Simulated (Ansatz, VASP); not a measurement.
# Cross-check of BN between VASP and Ansatz

Aim: how closely do two programs agree when they are given the same cell, functional and k mesh? The cell is taken from a series of VASP runs on this material, whose earlier steps may have relaxed, scaled or displaced it; both programs get it as it stands. Valence electrons are named where the data sets of a main pair hold unlike numbers.

Method: plane waves, with VASP 6.6.1 beside it; band structure at PBE with D3(BJ), electric field gradients at PBE with D3(BJ) and dielectric response at PBE with D3(BJ), in Ansatz 0.2.0.

### Step 1. The starting structure

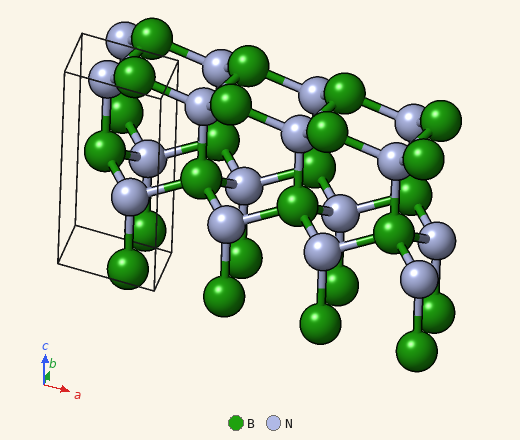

The cell as given, slightly off an axis (boron green, nitrogen light blue). 4×2×1 cells are drawn. Some periodic images of atoms are drawn too.

As a file:

```cif
data_structure
_symmetry_space_group_name_H-M 'P6_3mc'
_symmetry_Int_Tables_number 186
_cell_length_a 2.5425
_cell_length_b 2.5425
_cell_length_c 4.2046
_cell_angle_alpha 90.000
_cell_angle_beta 90.000
_cell_angle_gamma 120.000
_cell_volume 23.54
loop_
_atom_site_label
_atom_site_type_symbol
_atom_site_symmetry_multiplicity
_atom_site_Wyckoff_symbol
_atom_site_fract_x
_atom_site_fract_y
_atom_site_fract_z
_atom_site_occupancy
B1 B 2 b 0.66667 0.33333 0.00026 1
N1 N 2 b 0.66667 0.33333 0.37474 1
```

### Step 2. Ansatz: band structure, PBE with D3(BJ)

Ansatz runs on its default PAW (the set named soft_2) files.

The same path points are solved in both programs, so levels can be compared one by one.

The input, input.yaml:

```yaml
crystal:
  lattice:
    - [2.5424592805, 0.0, 0.0]
    - [-1.2712296403, 2.201834325, 0.0]
    - [0.0, 0.0, 4.2045635586]
  atoms:
    - { symbol: B, position: [0.6666666667, 0.3333333333, 0.0002552075] }
    - { symbol: B, position: [0.3333333333, 0.6666666667, 0.5002552075] }
    - { symbol: "N", position: [0.6666666667, 0.3333333333, 0.3747447925] }
    - { symbol: "N", position: [0.3333333333, 0.6666666667, 0.8747447925] }
hamiltonian:
  xc: pbe
  pseudopotentials: { kind: paw }
  dispersion: d3bj
kpoints:
  mp_grid: { grid: [10, 10, 5] }
  band_path:
    path:
      - [0.0, 0.0, 0.0]
      - [0.13333, 0.0, 0.0]
      - [0.3, 0.0, 0.0]
      - [0.46667, 0.0, 0.0]
      - [0.46667, 0.06667, 0.0]
      - [0.41111, 0.17778, 0.0]
      - [0.35556, 0.28889, 0.0]
      - [0.33333, 0.33333, 0.0]
      - [0.28889, 0.28889, 0.0]
      - [0.17778, 0.17778, 0.0]
      - [0.06667, 0.06667, 0.0]
      - [0.0, 0.0, 0.03333]
      - [0.0, 0.0, 0.2]
      - [0.0, 0.0, 0.36667]
      - [0.0, 0.0, 0.5]
      - [0.16667, 0.0, 0.5]
      - [0.3, 0.0, 0.5]
      - [0.46667, 0.0, 0.5]
      - [0.46667, 0.06667, 0.5]
      - [0.41111, 0.17778, 0.5]
      - [0.35556, 0.28889, 0.5]
      - [0.28889, 0.28889, 0.5]
      - [0.17778, 0.17778, 0.5]
      - [0.06667, 0.06667, 0.5]
      - [0.5, 0.0, 0.46667]
      - [0.5, 0.0, 0.3]
      - [0.5, 0.0, 0.13333]
      - [0.33333, 0.33333, 0.0]
      - [0.33333, 0.33333, 0.16667]
      - [0.33333, 0.33333, 0.33333]
      - [0.33333, 0.33333, 0.5]
    npoints: 1
scf:
  occupations: { method: gaussian, width: 0.05 }
  n_extra_bands: 8
output:
  forces: true
  stress: true
  eigenvalues: true
  write_density: true
  write_potential: true
  elf: true
  volumetric_format: npy
```

Command:

```bash
> ansatz run input.yaml --threads 2 --pin off --max-ram 4608MiB --backend cpu --events-out ev --progress --plain --runs-dir out
```

Numbers of over 12 decimals in the logs are rounded to 6 here.

Log:

```text
scf.n_extra_bands = 8 over 8 filled bands (N_el = 16.0): the run solves 16 bands
Engine: ansatz 0.2.0, aarch64-unknown-linux-gnu
Pseudopotentials: kind: paw
Pseudopotential: B, paw, valence charge 3, recommended cutoff 420 eV (normal), B.paw.azcp
Pseudopotential: N, paw, valence charge 5, recommended cutoff 420 eV (normal), N.paw.azcp
Functional definition: PBE
  parameter kappa = 0.804
  parameter beta = 0.066725
  exchange = pbe_x(kappa = kappa, mu = beta*pi^2/3)
  correlation = pbe_c(beta = beta)
Crystal: 4 atoms, lattice volume = 23.537 Å³
Basis set: ecut = 420 eV, 465 PW (Γ), exchange–correlation on 36×36×60 points (8 copies of the dense FFT grid, shifted against one another)
Bands: 16, of which v1, the nominal top of the filled ones, is band 8 counted from 1 (7 counted from 0)
Symmetry: 12 space group operations
Space group: P63mc (ITA 186), of the structure as read, at distance tolerance 2.9e-5 Å
k-points: 42 of 500 (time reversal used)
Non-local potential: B, projectors of the file, l = 0: 2, l = 1: 2, l = 2: 1
Non-local potential: N, projectors of the file, l = 0: 2, l = 1: 2, l = 2: 1
PAW form: soft (Blöchl's): semilocal exchange-correlation on the pseudo side does not see the compensation charge
PAW one-centre angular grid: B, 110 points (default); XC on 64 Gauss nodes
PAW one-centre angular grid: N, 110 points (default); XC on 64 Gauss nodes
Initial density: superposition of atomic densities (neutral atoms: chi_scale 0, normalization atom), corrected by the library's trained network
Initial wavefunctions: pseudopotential atomic-orbital guess
Functional: x = pbe(κ = 0.804, μ = 0.219515), c = pbe(β = 0.066725)
SCF iter   1: F=—  HF=-1085.316809 eV  |F-HF|=—  |Δ(HF+E_count)|=         —  Δρ=2.93e-3  dr2=1.04e-3  ethr=1.77e-3  ⟨swp⟩=4.9  Hψ=3164  notcnv=0  defer=38
preconditioner: auto → none  [insulator: Δε(μ)=5.376 eV  Ē_g=20.105 eV  σ=0.050 eV  W_gap=1.00  n_scr=2 (ndim 8)  ℏωp=30.6 eV  f_vac=0.000  D(μ)=0.00/eV (n_scr^D=0)  ε∞_Penn≈3.3]
SCF iter   2: F=—  HF=-1085.317074 eV  |F-HF|=—  |Δ(HF+E_count)|=   2.64e-4  Δρ=1.17e-3  dr2=1.37e-4  ethr=6.51e-6  ⟨swp⟩=2.6  Hψ=1366  notcnv=0  defer=66
SCF iter   3: F=—  HF=-1085.317224 eV  |F-HF|=—  |Δ(HF+E_count)|=   1.50e-4  Δρ=1.66e-4  dr2=2.19e-6  ethr=8.56e-7  ⟨swp⟩=2.4  Hψ=922  notcnv=0  defer=66
SCF iter   4: F=—  HF=-1085.317231 eV  |F-HF|=—  |Δ(HF+E_count)|=   7.61e-6  Δρ=2.33e-5  dr2=5.97e-8  ethr=1.37e-8  ⟨swp⟩=2.0  Hψ=896  notcnv=0  defer=66
iter 5 did not close the SCF: its close was put off for the readings that it lacked (scf_convergence_deferred on its scf_iter line)
SCF iter   5: F=-1085.317231 eV  HF=-1085.317231 eV  |F-HF|=1.88e-9  |Δ(HF+E_count)|=   9.39e-8  Δρ=3.62e-6  dr2=1.49e-9  ethr=3.73e-10  ⟨swp⟩=2.2  Hψ=862  notcnv=0  defer=66
SCF iter   6: F=-1085.317231 eV  HF=-1085.317231 eV  |F-HF|=1.93e-11  |Δ(HF+E_count)|=   2.15e-9  Δρ=5.29e-7  dr2=3.14e-11  ethr=9.33e-12  ⟨swp⟩=8.0  Hψ=3506  notcnv=0
SCF 1 converged in 6 iterations: F = -1085.317231 eV  dr2 = 3.14e-11
  greatest PAW one-centre occupation: 0.788 electrons in one spin orbital (limit 2), on the N atom at site 3 (counted from 0), in its partial waves of l = 0
NSCF: frozen V_eff on 31 k-points
SCF converged after 6 iterations
Free energy (F): -1085.317231 eV
Harris-Foulkes:  -1085.317231 eV  (|F-HF|=1.93e-11)
Internal energy: -1085.317231 eV  (E = F + TS)
E sigma→0 (E₀):  -1085.317231 eV
Fermi energy:    14.094987 eV
--- Per-component energies (eV) ---
  E_band       = 53.560848
  E_kinetic    = 371.838007
  E_local      = -351.761052  (includes V_loc(G=0)·N_el)
  E_nonlocal   = 113.284092
  E_hartree    = 98.916341
  E_xc         = -187.064347
  E_vxc        = -232.687794  (∫ρ·V_xc dr)
  E_paw        = -412.954382  (= ΣΔE_a)
  E_vpaw       = -44.945285  (= ΣTr[D̂ρ^β])
  E_aug_tail   = 0.000205  (compensation charges beyond the density's cutoff)
  E_ewald      = -716.736066
  E_disp       = -0.840029  (pairwise vdW)
  E_smearing   = -0.000000  (= −TS)
  E_closure    = -0.000000  (closes the sum)
  Σ components = -1085.317231   (vs F -1085.317231, Δ=0.00e0)
--- Forces (eV/Å), atoms counted from 1 ---
  atom   1  B      0.00000000     0.00000000    -0.00373299
  atom   2  B     -0.00000000    -0.00000000    -0.00373299
  atom   3  N     -0.00000000    -0.00000000     0.00372911
  atom   4  N      0.00000000     0.00000000     0.00372911
  max |Σ_I F_I| component: 7.76e-6 eV/Å
--- Stress (GPa, compression-positive) ---
       -0.362346       0.000000      -0.000000
        0.000000      -0.362346       0.000000
        0.000000      -0.000000      -0.276932
  P = ⅓ Tr σ = -0.3339 GPa (-3.339 kbar)
--- Band table (eV; the first three rows and the last of 42) ---
  k-point 0: bands = [... 4 lower, 9.2645, 11.1253, 11.3987, 11.3987, 19.7990, 19.7990, 20.0433, 20.9685, ... 4 higher]
  k-point 1: bands = [... 4 lower, 9.4334, 9.8757, 11.1481, 11.1481, 20.0848, 20.0848, 20.5145, 20.9615, ... 4 higher]
  k-point 2: bands = [... 4 lower, 9.9036, 9.9036, 10.5519, 10.5519, 20.8550, 20.8550, 20.8849, 20.9464, ... 4 higher]
  k-point 41: bands = [... 4 lower, 3.6147, 4.5448, 7.9171, 8.3445, 20.0377, 20.7128, 21.5088, 23.0794, ... 4 higher]
```

Elapsed: 2.3 s, on 2 threads of Arm Neoverse N1, shared host; peak memory 0.27 GiB; 4.2 s of CPU time.

The column dr2 measures how far the density is from self-consistency, as an energy; F and HF (Harris–Foulkes) agree once it is small.

### Step 3. VASP: band structure, PBE with D3(BJ)

The same cell, functional, mesh and smearing now go to VASP, with its own data sets.

Lines of VASP's logs that name or quote its potential files are left out, and so is its time.

The input, INCAR:

```
SYSTEM = BN
PREC = Accurate
ENCUT = 520
EDIFF = 1E-06
NELM = 100
ISMEAR = 0
SIGMA = 0.05
LREAL = .FALSE.
ALGO = Normal
GGA = PE
IVDW = 12
NBANDS = 22
LORBIT = 11
LWAVE = .FALSE.
LCHARG = .FALSE.
KPAR = 4
```

The input, POSCAR:

```
BN
1.0
    2.5424592805      0.0000000000      0.0000000000
   -1.2712296403      2.2018343250      0.0000000000
    0.0000000000      0.0000000000      4.2045635586
B N
2 2
Direct
    0.6666666667      0.3333333333      0.0002552075
    0.3333333333      0.6666666667      0.5002552075
    0.6666666667      0.3333333333      0.3747447925
    0.3333333333      0.6666666667      0.8747447925
```

The input, KPOINTS:

```
Automatic mesh
0
Gamma
10 10 5
0 0 0
```

The input, KPOINTS_OPT:

```
Line mode
16
Line-mode
Reciprocal
  0.00000000   0.00000000   0.00000000 GAMMA
  0.50000000   0.00000000   0.00000000 M

  0.50000000   0.00000000   0.00000000 M
  0.33333333   0.33333333   0.00000000 K

  0.33333333   0.33333333   0.00000000 K
  0.00000000   0.00000000   0.00000000 GAMMA

  0.00000000   0.00000000   0.00000000 GAMMA
  0.00000000   0.00000000   0.50000000 A

  0.00000000   0.00000000   0.50000000 A
  0.50000000   0.00000000   0.50000000 L

  0.50000000   0.00000000   0.50000000 L
  0.33333333   0.33333333   0.50000000 H

  0.33333333   0.33333333   0.50000000 H
  0.00000000   0.00000000   0.50000000 A

  0.50000000   0.00000000   0.50000000 L
  0.50000000   0.00000000   0.00000000 M

  0.33333333   0.33333333   0.00000000 K
  0.33333333   0.33333333   0.50000000 H
```

Potentials, in the order of the species: B and N (PBE family, release 64).

Command:

```bash
> mpirun -np 4 vasp_std
```

Log:

```text
[banner, memory and clock lines left out]
running    4 mpi-ranks, on    1 nodes
 distrk:  each k-point on    1 cores,    4 groups
 distr:  one band on    1 cores,    1 groups

 POSCAR found type information on POSCAR B N
 POSCAR found :  2 types and       4 ions
 LDA part: xc-table for (Slater+PW92), standard interpolation
 POSCAR, INCAR and KPOINTS ok, starting setup
 FFT: planning ... GRIDC
 FFT: planning ... GRID_SOFT
 FFT: planning ... GRID
 WAVECAR not read
 entering main loop
       N       E                     dE             d eps       ncg     rms          rms(c)
DAV:   1     0.393539747871E+02    0.39354E+02   -0.77310E+03  1856   0.707E+02
DAV:   2    -0.347868181084E+02   -0.74141E+02   -0.70051E+02  2304   0.196E+02
DAV:   3    -0.367787698841E+02   -0.19920E+01   -0.19771E+01  2226   0.271E+01
DAV:   4    -0.367824140320E+02   -0.36441E-02   -0.36440E-02  1974   0.129E+00
DAV:   5    -0.367824182491E+02   -0.42171E-05   -0.42171E-05  2214   0.426E-02    0.952E+00
DAV:   6    -0.349959059910E+02    0.17865E+01   -0.13003E+00  1962   0.992E+00    0.454E+00
DAV:   7    -0.348536426852E+02    0.14226E+00   -0.27996E-01  2156   0.348E+00    0.277E+00
DAV:   8    -0.348262436612E+02    0.27399E-01   -0.40850E-02  2154   0.138E+00    0.249E-01
DAV:   9    -0.348256840156E+02    0.55965E-03   -0.10741E-03  1950   0.345E-01    0.142E-01
DAV:  10    -0.348259469983E+02   -0.26298E-03   -0.30241E-04  1944   0.121E-01    0.204E-02
DAV:  11    -0.348259566637E+02   -0.96653E-05   -0.11951E-05  2156   0.311E-02    0.163E-02
DAV:  12    -0.348259569922E+02   -0.32854E-06   -0.28359E-06  2012   0.147E-02
   1 F= -.35665851E+02 E0= -.35665851E+02  d E =-.241938E-25
 Start KPOINTS_OPT (optional k-point list driver)
k-point batch [1-42\144]
       N       E                     dE             ncg
DAV:   1     0.272187866523E+04   -0.23276E+05     1856
DAV:   2    -0.274227673764E+03   -0.29961E+04     2320
DAV:   3    -0.354872719928E+03   -0.80645E+02     2174
DAV:   4    -0.355001897667E+03   -0.12918E+00     2030
DAV:   5    -0.355002026616E+03   -0.12895E-03     2220
DAV:   6    -0.355002026813E+03   -0.19636E-06     1688
[...]
k-point batch [127-144\144]
       N       E                     dE             ncg
DAV:   1     0.155234211626E+05   -0.14438E+05      792
DAV:   2     0.143054612630E+05   -0.12180E+04      960
DAV:   3     0.142771942695E+05   -0.28267E+02      906
DAV:   4     0.142771516908E+05   -0.42579E-01      858
DAV:   5     0.142771516477E+05   -0.43118E-04      912
DAV:   6     0.142771516476E+05   -0.66673E-07      738
```

OUTCAR, selected parts (step 3):

```text
ion  position               nearest neighbor table
   1  0.667  0.333  0.000-   4 1.56   4 1.56   4 1.56   3 1.57
   2  0.333  0.667  0.500-   3 1.56   3 1.56   3 1.56   4 1.57
   3  0.667  0.333  0.375-   2 1.56   2 1.56   2 1.56   1 1.57
   4  0.333  0.667  0.875-   1 1.56   1 1.56   1 1.56   2 1.57

  LATTYP: Found a hexagonal cell.
 ALAT       =     2.5424592805
 C/A-ratio  =     1.6537387996

 Subroutine GETGRP returns: Found 12 space group operations
 (whereof  6 operations were pure point group operations)

The static configuration has the point symmetry C_3v.
 The point group associated with its full space group is C_6v.

 Found     42 irreducible k-points:

   k-points           NKPTS =     42   k-points in BZ     NKDIM =     42   number of bands    NBANDS=     22

   dimension x,y,z NGX =    20 NGY =   20 NGZ =   32
   dimension x,y,z NGXF=    40 NGYF=   40 NGZF=   64

   ENCUT  =  520.0 eV  38.22 Ry    6.18 a.u.   4.73  4.73  7.82*2*pi/ulx,y,z

   NELECT =      16.0000    total number of electrons

 k-points in reciprocal lattice and weights: Automatic mesh
   0.00000000  0.00000000  0.00000000       0.002
   0.10000000 -0.00000000  0.00000000       0.012
   0.20000000 -0.00000000  0.00000000       0.012
   0.30000000  0.00000000  0.00000000       0.012
   0.40000000  0.00000000  0.00000000       0.012
   0.50000000 -0.00000000  0.00000000       0.006
   0.10000000  0.10000000  0.00000000       0.012
   0.20000000  0.10000000  0.00000000       0.024
   0.30000000  0.10000000  0.00000000       0.024
[...]
0.40000000  0.20000000  0.40000000       0.024
   0.30000000  0.30000000  0.40000000       0.024

 average (electrostatic) potential at core
       1 -24.4279       2 -24.4279       3 -60.3438       4 -60.3438

 E-fermi :   7.9629

 k-point     1 :       0.0000    0.0000    0.0000
  band No.  band energies     occupation
    ...
      4       5.4748      2.00000
      5       5.4748      2.00000
      6       7.3333      2.00000
      7       7.6097      2.00000
      8       7.6097      2.00000
      9      15.9968      0.00000
     10      15.9968      0.00000
     11      16.2466      0.00000
     12      17.1870      0.00000
     13      18.4488      0.00000
    ...

 k-point     2 :       0.1000   -0.0000    0.0000
  band No.  band energies     occupation
    ...
      4       4.5017      2.00000
      5       5.0775      2.00000
      6       6.8014      2.00000
      7       7.1184      2.00000
      8       7.3830      2.00000
      9      15.6790      0.00000
     10      16.4246      0.00000
     11      16.5756      0.00000
     12      17.8695      0.00000
     13      19.0622      0.00000
    ...

 k-point     3 :       0.2000   -0.0000    0.0000
  band No.  band energies     occupation
    ...
      4       2.3267      2.00000
      5       4.2216      2.00000
      6       4.9270      2.00000
      7       6.4680      2.00000
      8       6.7986      2.00000
      9      15.1738      0.00000
     10      17.0044      0.00000
     11      17.3305      0.00000
     12      18.6158      0.00000
     13      19.7898      0.00000
    ...

 Edisp (eV)   -0.83989

  Total      -0.00690    -0.00690    -0.00827     0.00000     0.00000     0.00000
  in kB      -0.46943    -0.46943    -0.56303     0.00000     0.00000     0.00000
  external pressure =       -0.50 kB  Pullay stress =        0.00 kB

  energy-cutoff  :      520.00
  volume of cell :       23.54
      direct lattice vectors                 reciprocal lattice vectors
     2.542459281  0.000000000  0.000000000     0.393319967  0.227083389  0.000000000
    -1.271229640  2.201834325  0.000000000     0.000000000  0.454166778  0.000000000
     0.000000000  0.000000000  4.204563559     0.000000000  0.000000000  0.237836814

 POSITION                                       TOTAL-FORCE (eV/Angst)
 -----------------------------------------------------------------------------------
      1.27123      0.73394      0.00107         0.000000     -0.000000     -0.000770
     -0.00000      1.46789      2.10335        -0.000000      0.000000     -0.000770
      1.27123      0.73394      1.57564         0.000000     -0.000000      0.000770
     -0.00000      1.46789      3.67792        -0.000000     -0.000000      0.000770
 -----------------------------------------------------------------------------------
    total drift:                               -0.000000     -0.000000     -0.000410

  FREE ENERGIE OF THE ION-ELECTRON SYSTEM (eV)
  ---------------------------------------------------
  free  energy   TOTEN  =       -35.6658514853 eV

  energy  without entropy=      -35.6658514853  energy(sigma->0) =      -35.66585149

 total charge
# of ion       s       p       d       tot
------------------------------------------
    1        0.678   1.364   0.000   2.042
    2        0.678   1.364   0.000   2.042
    3        1.216   2.767   0.000   3.983
    4        1.216   2.767   0.000   3.983
--------------------------------------------------
tot          3.788   8.261   0.000  12.049

[... 3 further parts left out ...]
```

The run ends at a pressure of -0.05 GPa, with forces up to 7.7e-4 eV/Å.

### Step 4. Comparison

Known differences besides the potentials themselves: the cutoff is 420 eV in Ansatz and 520 eV in VASP; VASP leaves aspherical gradient terms in its spheres out (LASPH is not set), Ansatz keeps them. Total energies have different zeros and are not compared.

The two programs side by side:

| quantity | Ansatz | VASP | difference |
| --- | --- | --- | --- |
| pressure (GPa) | -0.33 | -0.05 | -0.28 |
| pressure without Ansatz's Pulay correction (GPa) | -1.40 | -0.05 | -1.35 |
| gap over the path points (eV) | 5.198 | 5.180 | +0.018 |

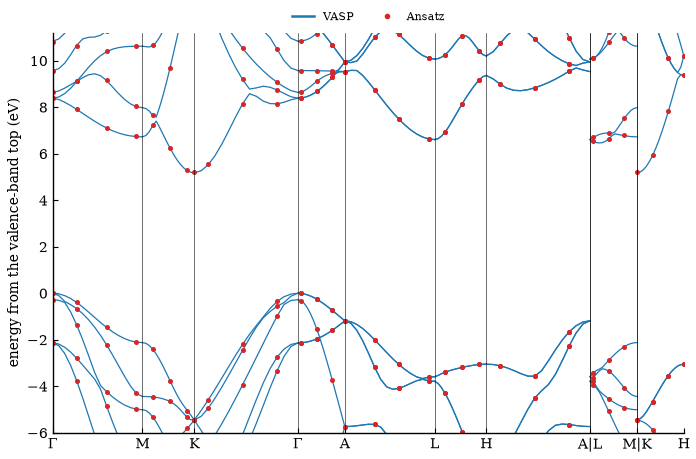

Bands from VASP (lines) and levels from Ansatz (dots). Dots without a line are higher empty bands that the VASP plot leaves out.

Levels at points of the path, from each program's valence-band top (eV; 4 filled, then empty):

| k (reciprocal lattice) | Ansatz | VASP |
| --- | --- | --- |
| 0.000 0.000 0.000 | -2.13 -0.27 0.00 0.00 8.40 8.40 8.64 | -2.13 -0.28 0.00 0.00 8.39 8.39 8.64 |
| 0.133 0.000 0.000 | -2.79 -1.36 -0.66 -0.39 7.92 9.11 9.13 | -2.79 -1.36 -0.66 -0.39 7.91 9.10 9.12 |
| 0.300 0.000 0.000 | -4.85 -4.23 -2.21 -1.47 7.12 9.16 10.40 | -4.85 -4.23 -2.22 -1.47 7.11 9.15 10.38 |
| 0.467 0.000 0.000 | -7.03 -4.99 -4.31 -2.10 6.75 8.03 10.64 | -7.03 -4.98 -4.31 -2.10 6.74 8.02 10.62 |
| 0.467 0.067 0.000 | -6.88 -5.32 -4.45 -2.41 7.23 7.66 10.66 | -6.88 -5.32 -4.46 -2.41 7.22 7.64 10.65 |
| 0.411 0.178 0.000 | -6.64 -6.50 -4.65 -3.77 6.25 9.71 11.94 | -6.64 -6.50 -4.66 -3.77 6.24 9.70 11.93 |
| 0.356 0.289 0.000 | -7.11 -5.80 -5.34 -5.04 5.29 12.95 13.17 | -7.11 -5.81 -5.34 -5.04 5.27 12.95 13.16 |
| 0.333 0.333 0.000 | -7.22 -5.46 -5.44 -5.44 5.20 13.54 13.54 | -7.22 -5.46 -5.45 -5.45 5.18 13.53 13.53 |
| 0.289 0.289 0.000 | -6.55 -6.39 -4.95 -4.59 5.54 12.44 12.76 | -6.55 -6.39 -4.95 -4.60 5.52 12.44 12.76 |
| 0.178 0.178 0.000 | -6.08 -3.94 -2.45 -2.19 8.16 9.20 10.54 | -6.08 -3.94 -2.45 -2.20 8.15 9.19 10.54 |

At this near-relaxed geometry the largest component of a force difference is 3 meV/Å. Among the levels compared at these points, filled levels agree within 5 meV and empty ones within 18 meV. Ansatz's pressure holds a Pulay correction of 1.07 GPa; VASP's holds none.

### Step 5. Further runs

Further runs change the set-up of one program: Ansatz's method, potentials or start, or VASP's data sets, cutoff or form of LDA. The table gives Ansatz less VASP for each quantity, since a change that brings one quantity closer may part another.

| run | r.m.s. force difference (meV/Å) | pressure (GPa) | gap over the path points (eV) |
| --- | --- | --- | --- |
| as above | 1.7 | -0.28 | 0.018 |
| Ansatz's all-electron LAPW method | 1.9 | -0.28 | 0.0078 |

[end of part 1 of 2]

[Lines on the potential files, build, host, timing and source positions are cut from VASP's logs without a mark.]

[Logs are printed without paths, hosts, clocks, repeated set-up lines and the standing remarks that a program may print on its own settings, such as how far it seeks lower states.]

[Hosts, paths, dates, database ids (printed as entryN), source tags and the programs' standing remarks are cut or masked in the printed files.]
